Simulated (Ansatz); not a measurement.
# LaCuC2, from a guessed structure to a relaxed one

This structure for LaCuC2 is made up. Its elements were placed in a known structure type with a cell scaled to their sizes. What cell does the guess relax to, and how far off was it?

Main program and level: Ansatz 0.2.0; DFT, PBE, plane-wave PAW, files of the set soft_1, scalar-relativistic, ferromagnetic start, cell and ions relaxed at zero pressure; PAW set soft_1, in the first sound run; inputs show where later runs differ.

### Step 1. The structure

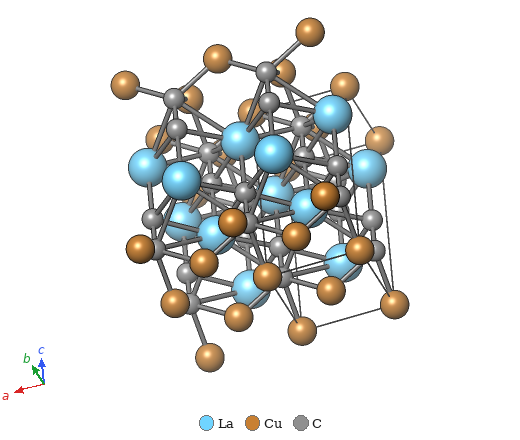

Start, viewed from a free direction; lanthanum blue, copper orange, carbon grey. 2×2×1 cells are drawn. Some periodic images of atoms are drawn too.

### Step 2. Relaxing cell and atoms

The guess takes its coordinates from another compound and its volume from a rule, so the cell and any free coordinates are relaxed together.

input.yaml

```yaml
crystal:
  lattice:
    - [3.776, 0.0, 0.0]
    - [0.0, 3.776, 0.0]
    - [0.0, 0.0, 7.889]
  atoms:
    - { symbol: La, position: [0.5, 0.0, 0.3366] }
    - { symbol: La, position: [0.0, 0.5, 0.6634] }
    - { symbol: Cu, position: [0.5, 0.5, 0.0], spin: 0.6 }
    - { symbol: Cu, position: [0.0, 0.0, 0.0], spin: 0.6 }
    - { symbol: C, position: [0.5, 0.0, 0.6507] }
    - { symbol: C, position: [0.0, 0.5, 0.3493] }
    - { symbol: C, position: [0.5, 0.0, 0.8371] }
    - { symbol: C, position: [0.0, 0.5, 0.1629] }
magnetization:
  spin_polarized: true
kpoints:
  mp_grid: { grid: [7, 7, 4] }
scf:
  occupations: { method: fermi_dirac, width: 0.05 }
hamiltonian:
  xc: pbe
  pseudopotentials: { kind: paw, azcp: { folder: soft_1 } }
relax:
  f_tol: 0.015
  max_steps: 70
  cell: {}
output:
  forces: true
  stress: true
```

Command:

```console
> ansatz run input.yaml --threads 4 --pin off --max-ram 10240MiB --backend cpu --events-out ev --progress --plain --runs-dir out
```

Numbers of over 12 decimals in the logs are rounded to 6 here.

Log:

```text
Engine: ansatz 0.2.0, x86_64-unknown-linux-gnu
Pseudopotentials: kind: paw
Pseudopotential: La, paw, valence charge 11, recommended cutoff 420 eV (normal), soft_1/La.paw.azcp
Pseudopotential: Cu, paw, valence charge 19, recommended cutoff 420 eV (normal), soft_1/Cu.paw.azcp
Pseudopotential: C, paw, valence charge 4, recommended cutoff 420 eV (normal), soft_1/C.paw.azcp
Functional definition: PBE
  parameter kappa = 0.804
  parameter beta = 0.066725
  exchange = pbe_x(kappa = kappa, mu = beta*pi^2/3)
  correlation = pbe_c(beta = beta)
Crystal: 8 atoms, lattice volume = 112.483 Å³
Basis set: ecut = 420 eV, 2187 PW (Γ), exchange–correlation on 54×54×108 points (8 copies of the dense FFT grid, shifted against one another)
Bands: 47, of which v1, the nominal top of the filled ones, is band 38 counted from 1 (37 counted from 0)
Symmetry: 16 space group operations
Space group: P4/nmm (ITA 129), of the structure as read, at distance tolerance 4.8e-5 Å
Magnetic group: BNS 129.411 (UNI 1071), of the structure as read, at distance tolerance 4.8e-5 Å
k-points: 30 of 196
Non-local potential: La, projectors of the file, l = 0: 3, l = 1: 2, l = 2: 2, l = 3: 3
Non-local potential: Cu, projectors of the file, l = 0: 3, l = 1: 2, l = 2: 3, l = 3: 1
Non-local potential: C, projectors of the file, l = 0: 2, l = 1: 2, l = 2: 1
PAW form: soft (Blöchl's): semilocal exchange-correlation on the pseudo side does not see the compensation charge
PAW one-centre angular grid: La, 590 points (default); XC on 64 Gauss nodes
PAW one-centre angular grid: Cu, 590 points (default); XC on 64 Gauss nodes
PAW one-centre angular grid: C, 110 points (default); XC on 64 Gauss nodes
Initial density: superposition of atomic densities (chi_scale 0.1, normalization cell, long waves kept (reshape's long-wave potential 0.50 eV rms))
Starting moments: Σ|m| = 1.2 μB on 2 of 8 sites
Initial wavefunctions: pseudopotential atomic-orbital guess
Functional: x = pbe(κ = 0.804, μ = 0.219515), c = pbe(β = 0.066725)
SCF iter   1: F=—  HF=-26851.222267 eV  |F-HF|=—  |Δ(HF+E_count)|=         —  Δρ=7.79e-1 (↑7.79e-1 ↓7.07e-1)  dr2=4.18e3  dr2_m=1.69e0  M=0.085 μB ∫|m|=0.103 μB  β_m=0.30  ethr=3.10e-3  ⟨swp⟩=6.3  Hψ=10115  notcnv=0
preconditioner: auto → Kerker (q_TF=auto, 2.556 Å⁻¹)  [metal: Δε(μ)=0.001 eV  Ē_g=8.104 eV  σ=0.050 eV  W_gap=0.00  n_scr=38 (ndim 8)  ℏωp=26.2 eV  f_vac=0.000  D(μ)=37.95/eV (n_scr^D=910)]
spin=Collinear: Kerker preconditioning applied to the charge; magnetization (m = ρ↑ − ρ↓) channel mixes plain (no charge-response kernel on spin).
SCF iter   2: F=—  HF=-26872.417727 eV  |F-HF|=—  |Δ(HF+E_count)|=    2.12e1  Δρ=3.26e-1 (↑2.73e-1 ↓3.26e-1)  dr2=2.16e2  dr2_m=8.70e-1  M=0.067 μB ∫|m|=0.069 μB  β_m=0.30  ethr=3.10e-3  ⟨swp⟩=17.4  Hψ=35664  notcnv=0  defer=42
SCF iter   3: F=—  HF=-26780.534387 eV  |F-HF|=—  |Δ(HF+E_count)|=    9.19e1  Δρ=1.98e-1 (↑1.63e-1 ↓1.98e-1)  dr2=8.80e1  dr2_m=3.91e-1  M=0.044 μB ∫|m|=0.049 μB  β_m=0.30  ethr=3.10e-3  ⟨swp⟩=5.6  Hψ=10514  notcnv=0  defer=145
SCF iter   4: F=—  HF=-26764.910310 eV  |F-HF|=—  |Δ(HF+E_count)|=    1.56e1  Δρ=1.35e-1 (↑1.35e-1 ↓1.25e-1)  dr2=6.69e1  dr2_m=2.92e-2  M=0.207 μB ∫|m|=0.284 μB  β_m=0.30  ethr=3.10e-3  ⟨swp⟩=7.9  Hψ=9515  notcnv=0  defer=149
SCF iter   5: F=—  HF=-26758.075940 eV  |F-HF|=—  |Δ(HF+E_count)|=    6.83e0  Δρ=4.29e-2 (↑4.29e-2 ↓3.58e-2)  dr2=7.35e0  dr2_m=9.26e-2  M=0.088 μB ∫|m|=0.109 μB  β_m=0.30  ethr=3.10e-3  ⟨swp⟩=5.7  Hψ=7081  notcnv=0  defer=123
SCF iter   6: F=—  HF=-26755.586956 eV  |F-HF|=—  |Δ(HF+E_count)|=    2.49e0  Δρ=6.23e-2 (↑4.47e-2 ↓6.23e-2)  dr2=8.93e0  dr2_m=8.79e-2  M=0.020 μB ∫|m|=0.035 μB  β_m=0.30  ethr=3.10e-3  ⟨swp⟩=9.0  Hψ=8490  notcnv=0  defer=183
Mixer restart at iter 6: flushing history
spin-set hold released at iteration 6 (site moments contracting): the magnetisation degrees of freedom join the quasi-Newton model from the next iteration; the mixer history was flushed
SCF iter   7: F=—  HF=-26753.947309 eV  |F-HF|=—  |Δ(HF+E_count)|=    1.64e0  Δρ=1.26e-2 (↑1.26e-2 ↓9.86e-3)  dr2=6.42e-1  dr2_m=3.64e-2  M=0.040 μB ∫|m|=0.053 μB  β_m=0.29  ethr=3.10e-3  ⟨swp⟩=7.8  Hψ=7569  notcnv=0  defer=180
SCF iter   8: F=—  HF=-26753.803543 eV  |F-HF|=—  |Δ(HF+E_count)|=   1.44e-1  Δρ=1.15e-2 (↑7.29e-3 ↓1.15e-2)  dr2=4.77e-1  dr2_m=2.37e-2  M=0.028 μB ∫|m|=0.039 μB  β_m=0.54  ethr=8.44e-4  ⟨swp⟩=7.0  Hψ=5875  notcnv=0  defer=174
SCF iter   9: F=—  HF=-26753.705433 eV  |F-HF|=—  |Δ(HF+E_count)|=   9.81e-2  Δρ=7.38e-3 (↑7.38e-3 ↓4.23e-3)  dr2=2.56e-1  dr2_m=4.30e-3  M=0.016 μB ∫|m|=0.022 μB  β_m=0.77  ethr=6.28e-4  ⟨swp⟩=8.3  Hψ=5695  notcnv=0  defer=209
SCF iter  10: F=—  HF=-26753.690078 eV  |F-HF|=—  |Δ(HF+E_count)|=   1.54e-2  Δρ=3.14e-3 (↑2.08e-3 ↓3.14e-3)  dr2=4.13e-2  dr2_m=6.17e-4  M=0.005 μB ∫|m|=0.009 μB  β_m=0.63  ethr=3.37e-4  ⟨swp⟩=6.4  Hψ=4882  notcnv=0  defer=177
SCF iter  11: F=—  HF=-26753.675398 eV  |F-HF|=—  |Δ(HF+E_count)|=   1.47e-2  Δρ=6.77e-4 (↑6.53e-4 ↓6.77e-4)  dr2=4.64e-3  dr2_m=1.08e-6  M=0.000 μB ∫|m|=0.002 μB  β_m=0.82  ethr=5.44e-5  ⟨swp⟩=7.0  Hψ=6149  notcnv=0  defer=181
SCF iter  12: F=—  HF=-26753.674025 eV  |F-HF|=—  |Δ(HF+E_count)|=   1.37e-3  Δρ=4.45e-4 (↑3.94e-4 ↓4.45e-4)  dr2=1.65e-3  dr2_m=9.27e-7  M=-0.000 μB ∫|m|=0.000 μB  β_m=0.82  ethr=6.11e-6  ⟨swp⟩=3.4  Hψ=5070  notcnv=0  defer=149
SCF iter  13: F=—  HF=-26753.673899 eV  |F-HF|=—  |Δ(HF+E_count)|=   1.27e-4  Δρ=3.15e-4 (↑2.59e-4 ↓3.15e-4)  dr2=3.48e-4  dr2_m=8.49e-7  M=-0.000 μB ∫|m|=0.000 μB  β_m=0.91  ethr=2.17e-6  ⟨swp⟩=2.2  Hψ=3185  notcnv=0  defer=144
SCF iter  14: F=—  HF=-26753.673877 eV  |F-HF|=—  |Δ(HF+E_count)|=   2.18e-5  Δρ=5.58e-5 (↑5.58e-5 ↓3.91e-5)  dr2=8.71e-6  dr2_m=1.64e-7  M=-0.000 μB ∫|m|=0.000 μB  β_m=0.82  ethr=4.58e-7  ⟨swp⟩=2.4  Hψ=4075  notcnv=0  defer=143
SCF iter  15: F=—  HF=-26753.673873 eV  |F-HF|=—  |Δ(HF+E_count)|=   4.35e-6  Δρ=9.11e-6 (↑8.58e-6 ↓9.11e-6)  dr2=3.38e-7  dr2_m=2.51e-8  M=-0.000 μB ∫|m|=0.000 μB  β_m=0.89  ethr=1.15e-8  ⟨swp⟩=3.3  Hψ=4831  notcnv=0  defer=142
SCF iter  16: F=—  HF=-26753.673873 eV  |F-HF|=—  |Δ(HF+E_count)|=   7.90e-8  Δρ=3.88e-6 (↑3.08e-6 ↓3.88e-6)  dr2=4.23e-8  dr2_m=1.51e-9  M=-0.000 μB ∫|m|=0.000 μB  β_m=0.94  ethr=1.32e-10  ⟨swp⟩=6.8  Hψ=11336  notcnv=0
SCF iter  17: F=-26753.673873 eV  HF=-26753.673873 eV  |F-HF|=3.44e-8  |Δ(HF+E_count)|=   9.43e-9  Δρ=2.63e-6 (↑2.45e-6 ↓2.63e-6)  dr2=3.06e-8  dr2_m=2.01e-11  M=-0.000 μB ∫|m|=0.000 μB  ethr=5.56e-11  ⟨swp⟩=5.1  Hψ=9173  notcnv=0
[...]
relax step   5: F+E_penalty+E_count = -26754.12603922 eV  Δ(F+E_penalty+E_count) = -1.087e-3 eV  max|allowed force component| = 8.152e-2 eV/Å  Δτ_max = 0.0155 Å  P = +0.375 GPa  Ω = 111.548 Å³  energy of the carried Pulay correction = +7.718e-4 eV  (7 SCF iters, dr2 threshold 8.00e-7 eV, accepted)
[...]
relax step   6: F+E_penalty+E_count = -26754.12689899 eV  Δ(F+E_penalty+E_count) = -8.598e-4 eV  max|allowed force component| = 1.600e-2 eV/Å  Δτ_max = 0.0075 Å  P = -0.037 GPa  Ω = 111.879 Å³  energy of the carried Pulay correction = +4.977e-4 eV  (8 SCF iters, dr2 threshold 4.15e-7 eV, accepted)
[...]
relax step   7: F+E_penalty+E_count = -26754.12701746 eV  Δ(F+E_penalty+E_count) = -1.185e-4 eV  max|allowed force component| = 1.086e-3 eV/Å  Δτ_max = 0.0022 Å  P = -0.009 GPa  Ω = 111.834 Å³  energy of the carried Pulay correction = +5.351e-4 eV  (6 SCF iters, dr2 threshold 3.73e-8 eV, accepted)
[...]
relax step   8: F+E_penalty+E_count = -26754.12733419 eV  Δ(F+E_penalty+E_count) = -3.167e-4 eV  max|allowed force component| = 1.299e-3 eV/Å  Δτ_max = 0.0000 Å  P = -0.002 GPa  Ω = 111.834 Å³  stress off target by 8.45e-2 GPa  SCF on the basis re-selected at this cell (its energy is not comparable with the rows above)  (8 SCF iters)
[...]
relax step   9: F+E_penalty+E_count = -26754.12735470 eV  Δ(F+E_penalty+E_count) = -2.050e-5 eV  max|allowed force component| = 3.557e-4 eV/Å  Δτ_max = 0.0006 Å  P = +0.001 GPa  Ω = 111.833 Å³  energy of the carried Pulay correction = -6.497e-6 eV  (7 SCF iters, dr2 threshold 1.78e-8 eV, accepted)
iter 1 solved again at ethr=5.53e-7 eV; its pass at ethr=3.10e-3 eV (dr2=4.20e-4 eV) is discarded
SCF iter   1: F=—  HF=-26754.127360 eV  |F-HF|=—  |Δ(HF+E_count)|=         —  Δρ=2.14e-6 (↑2.14e-6 ↓2.12e-6)  dr2=1.12e-8  dr2_m=1.23e-12  M=-0.000 μB ∫|m|=0.000 μB  β_m=0.30  ethr=5.53e-7  ⟨swp⟩=3.7  Hψ=18936  notcnv=0
eigensolver tolerance schedule: the retry pair's looser diagonalisation over-reported the residual by 37661.80 of it (diagonalisation noise at an unbounded share of the residual, at the tolerance the schedule requests for it); recorded, not acted on — ethr = c·dr2/N_el stays at c = 1.0e-1
preconditioner: auto → Kerker (q_TF=auto, 2.558 Å⁻¹)  [metal: Δε(μ)=0.055 eV  Ē_g=9.143 eV  σ=0.050 eV  W_gap=0.26  n_scr=38 (ndim 8)  ℏωp=26.3 eV  f_vac=0.000  D(μ)=3.28/eV (n_scr^D=16)]
spin=Collinear: Kerker preconditioning applied to the charge; magnetization (m = ρ↑ − ρ↓) channel mixes plain (no charge-response kernel on spin).
SCF iter   2: F=—  HF=-26754.127361 eV  |F-HF|=—  |Δ(HF+E_count)|=   1.11e-6  Δρ=9.82e-7 (↑9.82e-7 ↓9.62e-7)  dr2=2.73e-9  dr2_m=6.13e-13  M=-0.000 μB ∫|m|=0.000 μB  β_m=0.35  ethr=1.47e-11  ⟨swp⟩=4.0  Hψ=9146  notcnv=0
SCF iter   3: F=—  HF=-26754.127361 eV  |F-HF|=—  |Δ(HF+E_count)|=  7.09e-10  Δρ=9.79e-7 (↑9.79e-7 ↓9.69e-7)  dr2=4.13e-9  dr2_m=2.68e-13  M=-0.000 μB ∫|m|=0.000 μB  β_m=0.41  ethr=3.59e-12  ⟨swp⟩=2.0  Hψ=3810  notcnv=0
SCF iter   4: F=—  HF=-26754.127361 eV  |F-HF|=—  |Δ(HF+E_count)|=  6.66e-10  Δρ=5.10e-7 (↑5.10e-7 ↓5.09e-7)  dr2=1.56e-9  dr2_m=1.53e-14  M=-0.000 μB ∫|m|=0.000 μB  β_m=0.47  ethr=3.59e-12  ⟨swp⟩=1.2  Hψ=3017  notcnv=0
SCF iter   5: F=—  HF=-26754.127361 eV  |F-HF|=—  |Δ(HF+E_count)|=  7.28e-11  Δρ=1.44e-7 (↑1.44e-7 ↓1.44e-7)  dr2=2.76e-10  dr2_m=4.19e-15  M=0.000 μB ∫|m|=0.000 μB  β_m=0.55  ethr=2.06e-12  ⟨swp⟩=1.5  Hψ=3006  notcnv=0
SCF iter   6: F=-26754.127361 eV  HF=-26754.127361 eV  |F-HF|=2.55e-11  |Δ(HF+E_count)|=    0.00e0  Δρ=8.50e-8 (↑8.50e-8 ↓8.46e-8)  dr2=4.82e-11  dr2_m=9.96e-16  M=0.000 μB ∫|m|=0.000 μB  ethr=1.00e-12  ⟨swp⟩=3.3  Hψ=9317  notcnv=0
the starting moments were not kept: the SCF closed with an absolute magnetisation of 8.1e-9 μB, where they sum to 1.2 μB in size (2 sites). That is at most 0.1 of that sum. Measured as dr2_m measures the in/out step, that magnetisation stands 3.4e-18 eV from none, at or under the dr2_threshold of 8.0e-11 eV: it is no larger than a step whose dr2_m would equal this threshold.
SCF 10 converged in 6 iterations: F = -26754.127361 eV  dr2 = 4.82e-11
relax step  10: F+E_penalty+E_count = -26754.12736065 eV  Δ(F+E_penalty+E_count) = -5.951e-6 eV  max|allowed force component| = 2.614e-4 eV/Å  Δτ_max = 0.0000 Å  P = +0.001 GPa  Ω = 111.833 Å³  stress off target by 3.01e-3 GPa  SCF on the basis re-selected at this cell (its energy is not comparable with the rows above)  (6 SCF iters)
basis re-selected at this cell: Δ(F+E_penalty+E_count) = -5.951e-6 eV, ΔP = +0.000 GPa vs the last step (what re-selecting the basis moved, of the pressure what is left beyond the Pulay correction that the steps carried, after the strain that the cell walked since its last selection, with what the two solves' SCF thresholds leave and, on support functions, any second-order correction that the steps lacked; it is no m [...]
SCF converged after 6 iterations
Magnetization: 0.0000 μB (38.0000 up, 38.0000 down)
Absolute magnetization: 0.0000 μB (∫|ρ↑−ρ↓|, with the PAW one-centre terms)
Spin contamination: 0.0000 ħ² per cell (⟨S²⟩ above its minimum at these occupations)
Per-site moments (μB) at R_I (Å): [(8.703595031268732e-11, 1.055384), (8.703620154294277e-11, 1.055384), (-3.313948966667808e-10, 0.940861), (-3.3139487916372423e-10, 0.940861), (2.6339202102394363e-10, 0.564374), (2.633919668515012e-10, 0.564374), (2.8297120402768734e-10, 0.564374), (2.829713711686595e-10, 0.564374)]
Free energy (F): -26754.127361 eV
Harris-Foulkes:  -26754.127361 eV  (|F-HF|=2.55e-11)
Internal energy: -26754.099453 eV  (E = F + TS)
E sigma→0 (E₀):  -26754.113407 eV
Entropy (-TS):   -0.027908 eV (-3.489 meV/atom)
Fermi energy:    13.412991 eV
--- Per-component energies (eV) ---
  E_band       = -805.302756
  E_kinetic    = 1234.132075
  E_local      = -14690.616410  (includes V_loc(G=0)·N_el)
  E_nonlocal   = 2053.542247
  E_hartree    = 6478.108867
  E_xc         = -610.699000
  E_vxc        = -698.646403  (∫ρ·V_xc dr)
  E_paw        = -14863.183426  (= ΣΔE_a)
  E_vpaw       = -1659.933958  (= ΣTr[D̂ρ^β])
  E_aug_tail   = 0.002128  (compensation charges beyond the density's cutoff)
  E_ewald      = -6355.385934
  E_smearing   = -0.027908  (= −TS)
  E_closure    = -0.000000  (closes the sum)
  Σ components = -26754.127361   (vs F -26754.127361, Δ=0.00e0)
--- Forces (eV/Å), atoms counted from 1 ---
  atom   1  La    -0.00000000     0.00000000    -0.00026138
  atom   2  La     0.00000000     0.00000000     0.00026138
  atom   3  Cu     0.00000000     0.00000000     0.00000000
  atom   4  Cu    -0.00000000     0.00000000     0.00000000
  atom   5  C     -0.00000000     0.00000000     0.00016357
  atom   6  C      0.00000000     0.00000000    -0.00016357
  atom   7  C     -0.00000000     0.00000000    -0.00016673
  atom   8  C      0.00000000     0.00000000     0.00016673
  max |Σ_I F_I| component: 1.71e-18 eV/Å
--- Stress (GPa, compression-positive) ---
        0.002617       0.000000       0.000000
        0.000000       0.002617       0.000000
        0.000000       0.000000      -0.003014
  P = ⅓ Tr σ = 0.0007 GPa (0.007 kbar)
--- Relaxed structure (8 steps of the walk, 8 accepted, 2 SCFs on fresh bases) ---
  F+E_penalty+E_count = -26754.12736065 eV   max|allowed force component| = 2.614e-4 eV/Å   (the final SCF, on the basis selected at the relaxed cell)
  cell:  # Å, volume = 111.8330 Å³
    - [3.826781, 0, 0.0]
    - [0, 3.826781, 0.0]
    - [0.0, 0.0, 7.636649]
  atoms:
    - { symbol: La, position: [0.500000, 0, 0.323239] }
    - { symbol: La, position: [0, 0.500000, 0.676761] }
    - { symbol: Cu, position: [0.500000, 0.500000, -3.848099991075437e-19] }
    - { symbol: Cu, position: [0, 0, -3.848099991075437e-19] }
    - { symbol: C, position: [0.500000, 0, 0.658269] }
    - { symbol: C, position: [0, 0.500000, 0.341731] }
    - { symbol: C, position: [0.500000, 0, 0.837428] }
    - { symbol: C, position: [0, 0.500000, 0.162572] }
```

Elapsed: 46 s, on 4 threads of AMD EPYC 7B13 (Zen 3), shared host; peak memory 0.7 GiB; 2.9 min of CPU time.

Step by step:

| step | energy less that of the first step (eV) | largest force component (eV/Å) | pressure (GPa) | volume (Å³) |
| --- | --- | --- | --- | --- |
| 1 | 0.0000 | 2.9546 | -2.99 | 112.48 |
| 2 | -0.2600 | 1.5039 | -2.23 | 111.77 |
| 3 | -0.4340 | 0.7731 | 1.20 | 111.39 |
| 4 | -0.4511 | 0.0919 | -0.03 | 111.78 |
| 5 | -0.4522 | 0.0815 | 0.38 | 111.55 |
| 6 | -0.4530 | 0.0160 | -0.04 | 111.88 |
| 7 | -0.4531 | 0.0011 | -0.01 | 111.83 |
| 8* | -0.4535 | 0.0013 | 0.00 | 111.83 |
| 9 | -0.4535 | 0.0004 | 0.00 | 111.83 |
| 10* | -0.4535 | 0.0003 | 0.00 | 111.83 |

Relaxation steps marked * repeat the geometry before them on a plane-wave basis chosen anew for their cell, so energy and pressure can jump there.

Forces are held to the 16 operations that the run works with; a distortion that breaks them can't arise in this run.

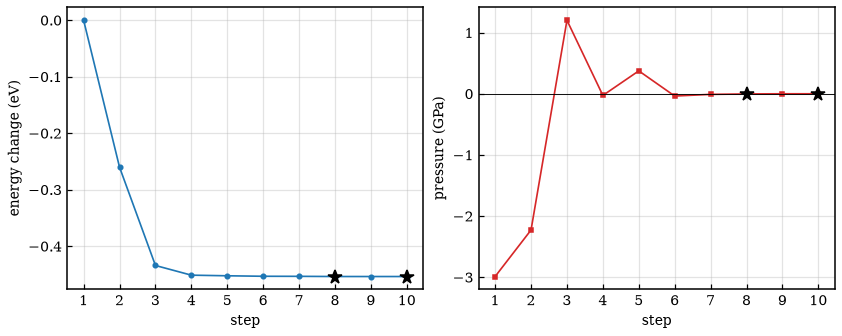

Energy and pressure along the relaxation. Stars mark steps on a basis chosen anew.

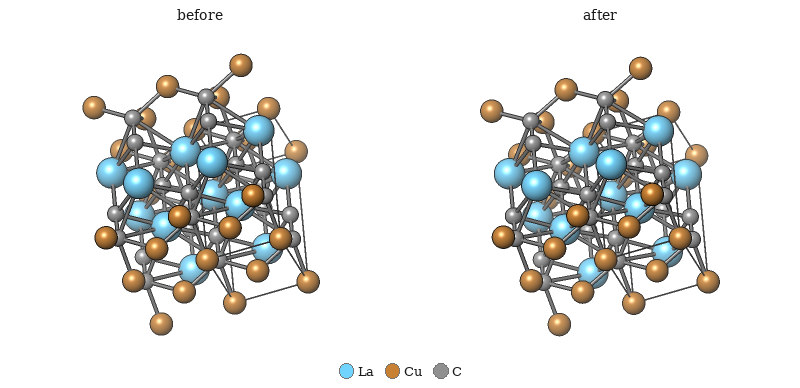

The structure before and after the relaxation, drawn at the same scale.

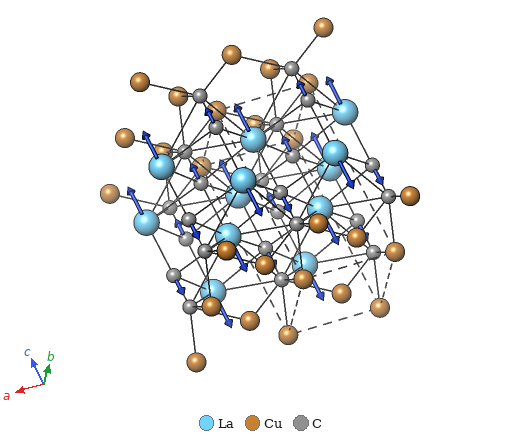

Displacements in the relaxation, exaggerated, measured against the changing cell; the longest in the cell stands for 0.10 Å. 2×2×1 cells are drawn. Some periodic images of atoms are drawn too.

| conventional cell, symmetrised | before | after | change |
| --- | --- | --- | --- |
| a (Å) | 3.776 | 3.827 | +1.3 % |
| b (Å) | 3.776 | 3.827 | +1.3 % |
| c (Å) | 7.889 | 7.637 | -3.2 % |
| volume (Å³/atom) | 14.06 | 13.98 | -0.6 % |

The atoms that moved most (Å, as changes of fractional coordinates times the final cell):

| atom | dx | dy | dz | length |
| --- | --- | --- | --- | --- |
| La2 | 0.000 | 0.000 | 0.102 | 0.102 |
| La1 | 0.000 | 0.000 | -0.102 | 0.102 |
| C6 | 0.000 | 0.000 | -0.058 | 0.058 |
| C5 | 0.000 | 0.000 | 0.058 | 0.058 |

This step gave:

- free energy: -26754.1274 eV
- energy at zero smearing: -26754.1134 eV
- smearing term TS: 0.02791 eV
- Fermi energy: 13.41 eV
- electrons: 76
- symmetry operations: 16
- pressure: 7.40e-4 GPa

Shortest distances by pair of elements, guess and relaxed (not always the same contact):

| pair | guess (Å) | relaxed (Å) |
| --- | --- | --- |
| C–C | 1.471 | 1.368 |
| C–Cu | 2.284 | 2.281 |
| C–La | 2.478 | 2.559 |
| Cu–Cu | 2.670 | 2.706 |
| Cu–La | 3.258 | 3.123 |

The relaxation ends with a largest force component of 2.6e-4 eV/Å and a pressure of 0.00 GPa. No moment survives the cycle: this start ends non-magnetic.

(Part 1 of 2 ends here.)

[Logs are printed without paths, hosts, clocks, repeated set-up lines and the standing remarks that a program may print on its own settings, such as how far it seeks lower states.]

[Hosts, paths, dates, database ids (printed as entryN), source tags and the programs' standing remarks are cut or masked in the printed files.]
